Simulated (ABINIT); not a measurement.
# InH (Fm-3m): zone-centre phonons

Aim: the zone-centre modes of InH (Fm-3m).

Program: ABINIT 10.8.3. Level of theory: DFT PBE, scalar-relativistic, plane waves, PseudoDojo norm-conserving pseudopotentials. Results are calculated unless marked as measured.

The structure was built from a prototype and need not be the compound's stable phase.

## 1. The structure

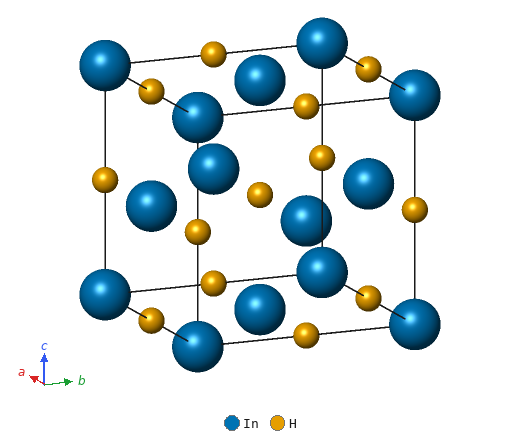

Start, viewed from a free direction; indium blue, hydrogen orange. This picture shows the conventional cell, with its axes. Some periodic images of atoms are drawn too.

## 2. A first look

A first run with smearing and empty bands tells whether the crystal has a gap, which decides between fixed occupations and smearing later on.

The input, probe.abi:

```
# ground state
tolvrs 1.0d-08
prtden 1
prtwf 1
prtpot 1

# basis, mesh and filling
ecut 32.0
ngkpt 6 6 6
nshiftk 1
shiftk 0.0 0.0 0.0
istwfk *1
occopt 7
tsmear 0.005
nband 13
nstep 100
diemac 9.0
prtebands 0
prtgsr 0
useylm 1

# cell and atoms
acell 7.21568605 7.21568605 7.21568605
rprim 
    0.0 0.7071067812 0.7071067812
    0.7071067812 0.0 0.7071067812
    0.7071067812 0.7071067812 0.0
ntypat 2
znucl 49 1
natom 2
typat 1 2
xred 
    0.0 0.0 0.0
    0.5 0.5 0.5
pp_dirpath "./pseudo"
pseudos "In.upf, H.upf"
```

Run with:

```bash
$ OMP_NUM_THREADS=1 mpirun -n 2 abinit probe.abi > probe.log
```

Numbers of over 12 decimals in the logs are rounded to 6 here.

probe.abo, the main output file:

```text
[banners, grids, parts of the stress and lines that vanish by symmetry left out]
- input  file    -> probe.abi
- output file    -> probe.abo
- root for input  files -> probei
[...]
Symmetries : space group Fm -3 m (#225); Bravais cF (face-center cubic)
[...]
mpw =        2332          nfft =       64000          nkpt =          16
[...]
== DATASET  1 ==================================================================
[...]
cutoff_energies: {ecut:  32.0, pawecutdg:  -1.0, }
[...]
ETOT  1  -66.760688862547    -6.676E+01 7.948E-01 7.311E+01
 ETOT  2  -66.991587690854    -2.309E-01 3.033E-02 1.363E+01
 ETOT  3  -66.994386549238    -2.799E-03 2.199E-03 1.371E-01
 ETOT  4  -66.994396820640    -1.027E-05 1.652E-03 1.105E-02
 ETOT  5  -66.994397438303    -6.177E-07 3.725E-04 3.771E-04
 ETOT  6  -66.994397482768    -4.446E-08 1.073E-04 3.814E-05
 ETOT  7  -66.994397489007    -6.240E-09 2.906E-05 8.239E-07
 ETOT  8  -66.994397489136    -1.287E-10 7.303E-06 1.361E-08
 ETOT  9  -66.994397489139    -2.970E-12 6.918E-06 1.375E-10
 At SCF step    9       vres2   =  1.38E-10 < tolvrs=  1.00E-08 =>converged.
[...]
sigma(1 1)=  1.45159860E-04  sigma(3 2)=  0.00000000E+00
  sigma(2 2)=  1.45159860E-04  sigma(3 1)=  0.00000000E+00
  sigma(3 3)=  1.45159860E-04  sigma(2 1)=  0.00000000E+00
[...]
convergence: {deltae: -2.970E-12, res2:  1.375E-10, residm:  6.918E-06, diffor: null, }
etotal    :  -6.69943975E+01
[...]
sigma(1 1)=  1.45159860E-04  sigma(3 2)=  0.00000000E+00
  sigma(2 2)=  1.45159860E-04  sigma(3 1)=  0.00000000E+00
  sigma(3 3)=  1.45159860E-04  sigma(2 1)=  0.00000000E+00
[...]
- sigma(1 1)=  4.27075052E+00  sigma(3 2)=  0.00000000E+00
- sigma(2 2)=  4.27075052E+00  sigma(3 1)=  0.00000000E+00
- sigma(3 3)=  4.27075052E+00  sigma(2 1)=  0.00000000E+00
[...]
fcart     -0.0000000000E+00 -0.0000000000E+00 -0.0000000000E+00
           strten      1.4515985966E-04  1.4515985966E-04  1.4515985966E-04
================================================================================

[key lines of the parts left out:]
pressure_GPa:  -4.2708E+00
```

Run time: 10 s. Hardware: 2 MPI ranks of Arm Neoverse V1, shared host.

Read from the output:

- volume per atom: 19.68 Å³
- pressure: -4.271 GPa
- gap on the k-mesh: 0 eV

No gap opens on this mesh, so smearing is kept; the printed pressure holds the stress of the finite basis too.

## 3. Rough relaxation

The typed start is rough, so a first relaxation with smearing and loose thresholds takes it towards rest cheaply.

The input, prerelax.abi:

```
# relaxation
ionmov 2
optcell 2
dilatmx 1.15
chkdilatmx 0
ntime 40
tolmxf 3.0d-04
tolvrs 1.0d-10
prtwf 0
prtden 0
chksymtnons 0

# basis, mesh and filling
ecut 32.0
ecutsm 3.0
ngkpt 6 6 6
nshiftk 1
shiftk 0.0 0.0 0.0
istwfk *1
occopt 7
tsmear 0.005
nband 13
nstep 100
diemac 1000000.0
prtebands 0
prtgsr 0
useylm 1

# cell and atoms
acell 7.21568605 7.21568605 7.21568605
rprim 
    0.0 0.7071067812 0.7071067812
    0.7071067812 0.0 0.7071067812
    0.7071067812 0.7071067812 0.0
ntypat 2
znucl 49 1
natom 2
typat 1 2
xred 
    0.0 0.0 0.0
    0.5 0.5 0.5
pp_dirpath "./pseudo"
pseudos "In.upf, H.upf"
```

Run with:

```bash
$ OMP_NUM_THREADS=1 mpirun -n 2 abinit prerelax.abi > prerelax.log
```

prerelax.abo, the main output file:

```text
[banners, grids, parts of the stress and lines that vanish by symmetry left out]
- input  file    -> prerelax.abi
- output file    -> prerelax.abo
- root for input  files -> prerelaxi
[...]
Symmetries : space group Fm -3 m (#225); Bravais cF (face-center cubic)
[...]
mpw =        3515          nfft =       91125          nkpt =          16
[...]
== DATASET  1 ==================================================================
[...]
cutoff_energies: {ecut:  32.0, pawecutdg:  -1.0, }
[...]
ETOT  1  -66.765489818365    -6.677E+01 1.082E+00 9.023E+01
 ETOT  2  -66.992729411959    -2.272E-01 2.023E-02 7.833E+00
 ETOT  3  -66.993967559298    -1.238E-03 2.342E-03 2.310E-01
 ETOT  4  -66.993979459131    -1.190E-05 1.238E-03 1.535E-02
 ETOT  5  -66.993980147341    -6.882E-07 2.619E-04 5.422E-04
[...]
At SCF step    9       vres2   =  8.31E-11 < tolvrs=  1.00E-10 =>converged.
[...]
ETOT  8  -66.998656128172    -1.350E-12 6.122E-08 6.441E-11
 At SCF step    8       vres2   =  6.44E-11 < tolvrs=  1.00E-10 =>converged.
[...]
sigma(1 1)=  1.77520630E-06  sigma(3 2)=  0.00000000E+00
  sigma(2 2)=  1.77520630E-06  sigma(3 1)=  0.00000000E+00
  sigma(3 3)=  1.77520630E-06  sigma(2 1)=  0.00000000E+00
[...]
convergence: {deltae: -1.350E-12, res2:  6.441E-11, residm:  6.122E-08, diffor: null, }
etotal    :  -6.69986561E+01
[...]
At Broyd/MD step   7, gradients are converged :
[...]
sigma(1 1)=  1.77520630E-06  sigma(3 2)=  0.00000000E+00
  sigma(2 2)=  1.77520630E-06  sigma(3 1)=  0.00000000E+00
  sigma(3 3)=  1.77520630E-06  sigma(2 1)=  0.00000000E+00
[...]
- sigma(1 1)=  5.22283727E-02  sigma(3 2)=  0.00000000E+00
- sigma(2 2)=  5.22283727E-02  sigma(3 1)=  0.00000000E+00
- sigma(3 3)=  5.22283727E-02  sigma(2 1)=  0.00000000E+00
[...]
fcart     -0.0000000000E+00 -0.0000000000E+00 -0.0000000000E+00
           strten      1.7752063047E-06  1.7752063047E-06  1.7752063047E-06
================================================================================

[key lines of the parts left out:]
pressure_GPa:  -5.2228E-02
Total energy (etotal) [Ha]= -6.69986561281716E+01
```

Wall time 94 s (2 MPI ranks).

The steps of the relaxation:

```tsv
step	energy less that of the first step (eV)	largest force (eV/Å)	volume (Å³)
1	0.0000	0.0000	39.37
2	-0.0115	0.0000	38.89
3	0.2625	0.0000	23.86
4	-0.0937	0.0000	35.06
5	-0.1195	0.0000	33.12
6	-0.1267	0.0000	31.16
7	-0.1272	0.0000	31.59
```

```tsv
conventional cell, symmetrised	before	after	change
a (Å)	5.400	5.018	-7.1 %
b (Å)	5.400	5.018	-7.1 %
c (Å)	5.400	5.018	-7.1 %
volume (Å³/atom)	19.68	15.80	-19.7 %
```

The relaxed structure:

```cif
data_structure
_symmetry_space_group_name_H-M 'P 1'
_symmetry_Int_Tables_number 1
_cell_length_a 3.5485
_cell_length_b 3.5485
_cell_length_c 3.5485
_cell_angle_alpha 60.000
_cell_angle_beta 60.000
_cell_angle_gamma 60.000
_cell_volume 31.59
loop_
_atom_site_label
_atom_site_type_symbol
_atom_site_fract_x
_atom_site_fract_y
_atom_site_fract_z
_atom_site_occupancy
In1 In 0.00000 0.00000 0.00000 1
H2 H 0.50000 0.50000 0.50000 1
```

Numbers from this step:

* volume per atom: 15.80 Å³
* pressure: -0.05223 GPa

The volume changes by -19.7 % in this run and stands -19.7 % from the first cell.

## 4. Rough relaxation

The cell changed much, so the rough relaxation is repeated on a basis made for the new cell.

Changes to prerelax.abi since step 3:

```diff
@@ -29,3 +29,3 @@
 # cell and atoms
-acell 7.21568605 7.21568605 7.21568605
+acell 6.705661295 6.705661295 6.705661295
 rprim
```

prerelax.abo, the main output file:

```text
[banners, grids, parts of the stress and lines that vanish by symmetry left out]
- input  file    -> prerelax.abi
- output file    -> prerelax.abo
- root for input  files -> prerelaxi
[...]
Symmetries : space group Fm -3 m (#225); Bravais cF (face-center cubic)
[...]
mpw =        2824          nfft =       64000          nkpt =          16
[...]
== DATASET  1 ==================================================================
[...]
cutoff_energies: {ecut:  32.0, pawecutdg:  -1.0, }
[...]
ETOT  1  -66.849040093728    -6.685E+01 6.784E-01 5.157E+01
 ETOT  2  -66.997975321194    -1.489E-01 7.367E-03 3.303E+00
 ETOT  3  -66.998645959506    -6.706E-04 2.053E-03 9.692E-02
 ETOT  4  -66.998655787163    -9.828E-06 2.145E-03 4.311E-03
 ETOT  5  -66.998656094577    -3.074E-07 7.027E-04 1.803E-04
 ETOT  6  -66.998656114263    -1.969E-08 2.497E-04 3.329E-05
 ETOT  7  -66.998656117503    -3.240E-09 8.637E-05 2.625E-06
 ETOT  8  -66.998656117776    -2.728E-10 2.780E-05 8.928E-10
 ETOT  9  -66.998656117776    -8.527E-14 1.083E-05 1.961E-11
 At SCF step    9       vres2   =  1.96E-11 < tolvrs=  1.00E-10 =>converged.
[...]
sigma(1 1)=  1.77551313E-06  sigma(3 2)=  0.00000000E+00
  sigma(2 2)=  1.77551313E-06  sigma(3 1)=  0.00000000E+00
  sigma(3 3)=  1.77551313E-06  sigma(2 1)=  0.00000000E+00
[...]
convergence: {deltae: -8.527E-14, res2:  1.961E-11, residm:  1.083E-05, diffor: null, }
etotal    :  -6.69986561E+01
[...]
At Broyd/MD step   1, gradients are converged :
[...]
sigma(1 1)=  1.77551313E-06  sigma(3 2)=  0.00000000E+00
  sigma(2 2)=  1.77551313E-06  sigma(3 1)=  0.00000000E+00
  sigma(3 3)=  1.77551313E-06  sigma(2 1)=  0.00000000E+00
[...]
- sigma(1 1)=  5.22373999E-02  sigma(3 2)=  0.00000000E+00
- sigma(2 2)=  5.22373999E-02  sigma(3 1)=  0.00000000E+00
- sigma(3 3)=  5.22373999E-02  sigma(2 1)=  0.00000000E+00
[...]
fcart     -0.0000000000E+00 -0.0000000000E+00 -0.0000000000E+00
           strten      1.7755131339E-06  1.7755131339E-06  1.7755131339E-06
================================================================================

[key lines of the parts left out:]
pressure_GPa:  -5.2237E-02
Total energy (etotal) [Ha]= -6.69986561177760E+01
```

Run time: 11 s. Hardware: 2 MPI ranks.

Little changed from the start: no atom moved by 0.005 Å and no cell edge by 0.1 %.

Read from the output:

| Item | Value |
| --- | --- |
| pressure | -0.05224 GPa |

The volume changes by +0.0 % in this run and stands -19.7 % from the first cell.

## 5. Relaxing the cell and atoms

The harmonic expansion needs vanishing forces, and a free crystal bears no stress, so cell and atoms are brought to rest. Stress is more sensitive to the basis than forces are: the last 3 Ha under the cutoff are smoothed with ecutsm, and the cutoff is raised above that of the later runs.

relax.abi, as its differences from prerelax.abi of step 4:

```diff
@@ -3,7 +3,6 @@
 optcell 2
-dilatmx 1.15
-chkdilatmx 0
+dilatmx 1.08
 ntime 40
-tolmxf 3.0d-04
-tolvrs 1.0d-10
+tolmxf 1.0d-05
+tolvrs 1.0d-14
 prtwf 0
@@ -13,5 +12,5 @@
 # basis, mesh and filling
-ecut 32.0
+ecut 40.0
 ecutsm 3.0
-ngkpt 6 6 6
+ngkpt 10 10 10
 nshiftk 1
@@ -19,4 +18,4 @@
 istwfk *1
-occopt 7
-tsmear 0.005
+occopt 3
+tsmear 0.01
 nband 13
```

Run with:

```bash
$ OMP_NUM_THREADS=1 mpirun -n 2 abinit relax.abi > relax.log
```

relax.abo, the main output file:

```text
[banners, grids, parts of the stress and lines that vanish by symmetry left out]
- input  file    -> relax.abi
- output file    -> relax.abo
- root for input  files -> relaxi
[...]
Symmetries : space group Fm -3 m (#225); Bravais cF (face-center cubic)
[...]
mpw =        3287          nfft =       91125          nkpt =          47
[...]
== DATASET  1 ==================================================================
[...]
cutoff_energies: {ecut:  40.0, pawecutdg:  -1.0, }
[...]
ETOT  1  -66.824765184992    -6.682E+01 7.742E-01 7.246E+01
 ETOT  2  -67.001456698348    -1.767E-01 1.643E-02 4.391E+00
 ETOT  3  -67.002051809400    -5.951E-04 2.448E-02 9.029E-02
 ETOT  4  -67.002061135221    -9.326E-06 4.887E-03 2.074E-02
 ETOT  5  -67.002062266425    -1.131E-06 1.702E-03 1.928E-03
[...]
At SCF step   12       vres2   =  2.19E-15 < tolvrs=  1.00E-14 =>converged.
[...]
sigma(1 1)= -1.41468899E-05  sigma(3 2)=  0.00000000E+00
  sigma(2 2)= -1.41468899E-05  sigma(3 1)=  0.00000000E+00
  sigma(3 3)= -1.41468899E-05  sigma(2 1)=  0.00000000E+00
[...]
convergence: {deltae:  2.828E-12, res2:  2.194E-15, residm:  4.739E-05, diffor: null, }
etotal    :  -6.70020624E+01
[...]
ETOT  1  -67.002054041951    -6.700E+01 2.718E-05 1.771E-01
[...]
At SCF step    9       vres2   =  2.18E-15 < tolvrs=  1.00E-14 =>converged.
[...]
sigma(1 1)= -1.26728964E-05  sigma(3 2)=  0.00000000E+00
  sigma(2 2)= -1.26728964E-05  sigma(3 1)=  0.00000000E+00
  sigma(3 3)= -1.26728964E-05  sigma(2 1)=  0.00000000E+00
[...]
convergence: {deltae:  3.283E-12, res2:  2.181E-15, residm:  8.561E-06, diffor: null, }
etotal    :  -6.70020661E+01
[...]
ETOT  1  -67.001147627400    -6.700E+01 9.798E-06 1.359E+01
[...]
At SCF step   10       vres2   =  2.52E-15 < tolvrs=  1.00E-14 =>converged.
[...]
sigma(1 1)= -2.71973495E-07  sigma(3 2)=  0.00000000E+00
  sigma(2 2)= -2.71973495E-07  sigma(3 1)=  0.00000000E+00
  sigma(3 3)= -2.71973495E-07  sigma(2 1)=  0.00000000E+00
[...]
convergence: {deltae: -4.405E-13, res2:  2.515E-15, residm:  1.992E-07, diffor: null, }
etotal    :  -6.70020813E+01
[...]
ETOT  1  -67.002080816281    -6.700E+01 2.641E-07 6.594E-03
[...]
ETOT  7  -67.002081266395     2.942E-12 3.469E-07 2.436E-12
 ETOT  8  -67.002081266397    -1.933E-12 2.134E-07 9.521E-15
 At SCF step    8       vres2   =  9.52E-15 < tolvrs=  1.00E-14 =>converged.
[...]
sigma(1 1)= -5.46840090E-09  sigma(3 2)=  0.00000000E+00
  sigma(2 2)= -5.46840091E-09  sigma(3 1)=  0.00000000E+00
  sigma(3 3)= -5.46840091E-09  sigma(2 1)=  0.00000000E+00
[...]
convergence: {deltae: -1.933E-12, res2:  9.521E-15, residm:  2.134E-07, diffor: null, }
etotal    :  -6.70020813E+01
[...]
At Broyd/MD step   4, gradients are converged :
[...]
sigma(1 1)= -5.46840090E-09  sigma(3 2)=  0.00000000E+00
  sigma(2 2)= -5.46840091E-09  sigma(3 1)=  0.00000000E+00
  sigma(3 3)= -5.46840091E-09  sigma(2 1)=  0.00000000E+00
[...]
- sigma(1 1)= -1.60885909E-04  sigma(3 2)=  0.00000000E+00
- sigma(2 2)= -1.60885909E-04  sigma(3 1)=  0.00000000E+00
- sigma(3 3)= -1.60885909E-04  sigma(2 1)=  0.00000000E+00
[...]
fcart     -0.0000000000E+00 -0.0000000000E+00 -0.0000000000E+00
           strten     -5.4684009048E-09 -5.4684009057E-09 -5.4684009057E-09
================================================================================

[key lines of the parts left out:]
pressure_GPa:   1.6089E-04
Total energy (etotal) [Ha]= -6.70020812663965E+01
```

It took 2.7 min on 2 MPI ranks.

The steps of the relaxation:

```tsv
step	energy less that of the first step (eV)	largest force (eV/Å)	volume (Å³)
1	0.0000	0.0000	31.59
2	-0.0001	0.0000	31.63
3	-0.0005	0.0000	31.99
4	-0.0005	0.0000	31.99
```

```tsv
conventional cell, symmetrised	before	after	change
a (Å)	5.018	5.039	+0.4 %
b (Å)	5.018	5.039	+0.4 %
c (Å)	5.018	5.039	+0.4 %
volume (Å³/atom)	15.80	16.00	+1.3 %
```

Final coordinates:

```xyz
2
Lattice="0.0000 2.5197 2.5197 2.5197 0.0000 2.5197 2.5197 2.5197 0.0000" Properties=species:S:1:pos:R:3 pbc="T T T"
In    0.0000    0.0000    0.0000
H     2.5197    2.5197    2.5197
```

This step gave:

```yaml
volume_per_atom: 16.00 Å³
pressure: 1.61e-4 GPa
```

The volume changes by +1.3 % in this run and stands -18.7 % from the first cell.

## 6. Ground state

The response is built on these wavefunctions, so the potential is converged far more tightly than an energy would need. Smearing stays on, as the first look found no gap above 0.3 eV.

The input, gs.abi:

```
# ground state
tolvrs 1.0d-16
prtden 1
prtwf 1
prtpot 1

# basis, mesh and filling
ecut 32.0
ngkpt 12 12 12
nshiftk 1
shiftk 0.0 0.0 0.0
istwfk *1
occopt 3
tsmear 0.01
nband 13
nstep 100
diemac 1000000.0
prtebands 0
prtgsr 0
useylm 1

# cell and atoms
acell 6.733827423 6.733827423 6.733827423
rprim 
    0.0 0.7071067812 0.7071067812
    0.7071067812 0.0 0.7071067812
    0.7071067812 0.7071067812 0.0
ntypat 2
znucl 49 1
natom 2
typat 1 2
xred 
    0.0 0.0 0.0
    0.5 0.5 0.5
pp_dirpath "./pseudo"
pseudos "In.upf, H.upf"
```

Run with:

```bash
$ OMP_NUM_THREADS=1 mpirun -n 2 abinit gs.abi > gs.log
```

gs.abo, the main output file:

```text
[banners, grids, parts of the stress and lines that vanish by symmetry left out]
- input  file    -> gs.abi
- output file    -> gs.abo
- root for input  files -> gsi
[...]
Symmetries : space group Fm -3 m (#225); Bravais cF (face-center cubic)
[...]
mpw =        1893          nfft =       46656          nkpt =          72
[...]
== DATASET  1 ==================================================================
[...]
cutoff_energies: {ecut:  32.0, pawecutdg:  -1.0, }
[...]
ETOT  1  -66.833413265204    -6.683E+01 7.501E-01 3.858E+01
 ETOT  2  -67.001294036103    -1.679E-01 3.687E-02 2.246E+00
 ETOT  3  -67.001917013331    -6.230E-04 5.772E-03 3.576E-02
 ETOT  4  -67.001923819267    -6.806E-06 7.371E-03 7.573E-03
 ETOT  5  -67.001924608358    -7.891E-07 1.224E-03 7.257E-04
[...]
ETOT 12  -67.001924741412     9.663E-13 4.112E-05 2.381E-16
 ETOT 13  -67.001924741410     1.336E-12 1.191E-05 8.419E-18
 At SCF step   13       vres2   =  8.42E-18 < tolvrs=  1.00E-16 =>converged.
[...]
sigma(1 1)=  1.67128603E-05  sigma(3 2)=  0.00000000E+00
  sigma(2 2)=  1.67128603E-05  sigma(3 1)=  0.00000000E+00
  sigma(3 3)=  1.67128603E-05  sigma(2 1)=  0.00000000E+00
[...]
convergence: {deltae:  1.336E-12, res2:  8.419E-18, residm:  1.191E-05, diffor: null, }
etotal    :  -6.70019247E+01
[...]
sigma(1 1)=  1.67128603E-05  sigma(3 2)=  0.00000000E+00
  sigma(2 2)=  1.67128603E-05  sigma(3 1)=  0.00000000E+00
  sigma(3 3)=  1.67128603E-05  sigma(2 1)=  0.00000000E+00
[...]
- sigma(1 1)=  4.91709326E-01  sigma(3 2)=  0.00000000E+00
- sigma(2 2)=  4.91709326E-01  sigma(3 1)=  0.00000000E+00
- sigma(3 3)=  4.91709326E-01  sigma(2 1)=  0.00000000E+00
[...]
fcart     -0.0000000000E+00 -0.0000000000E+00 -0.0000000000E+00
           strten      1.6712860294E-05  1.6712860294E-05  1.6712860294E-05
================================================================================

[key lines of the parts left out:]
pressure_GPa:  -4.9171E-01
```

The job ended after 38 s (2 MPI ranks; 75 s of CPU time).

This step gave:

| Item | Value |
| --- | --- |
| pressure | -0.4917 GPa |

The cell stands at -0.49 GPa: the relaxation ran with a smoothed and higher cutoff and on another k mesh.

(Part 1 of 3 ends here.)

[Host names and launcher messages were left out of these logs when they were recorded.]

[Logs are printed without paths, hosts, clocks, repeated set-up lines and the standing remarks that a program may print on its own settings, such as how far it seeks lower states.]

[Hosts, paths, dates, database ids (printed as entryN), source tags and the programs' standing remarks are cut or masked in the printed files.]
